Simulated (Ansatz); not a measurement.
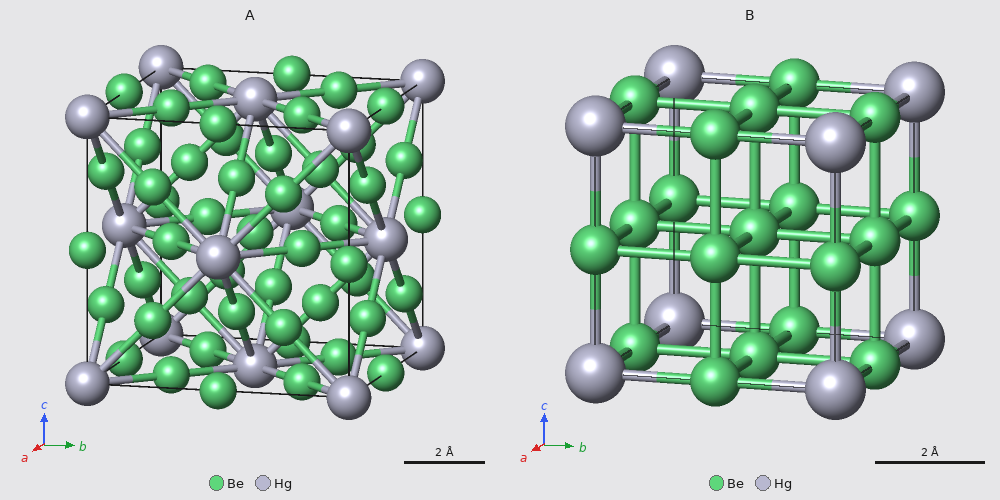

Two structures of Be$_{7}$Hg, each relaxed to rest (conventional cells in solid outline, small ones repeated, not to one scale). Method: DFT PBE, scalar-relativistic, plane waves, PAW in Ansatz, without spin polarisation.

Question: What are A and B?

Answer: A: 32 atoms a cell on a face-centred cubic lattice, Fm-3m. B: 8 atoms a cell on a primitive cubic lattice, Pm-3m.

Question: A or B: which is lower in energy?

Answer: A is lower, by 677 meV/atom at this level of theory (energies at zero smearing). Volumes: A 10.1, B 12.6 Å³/atom.

One or both may be structure types tried for this composition rather than known phases.
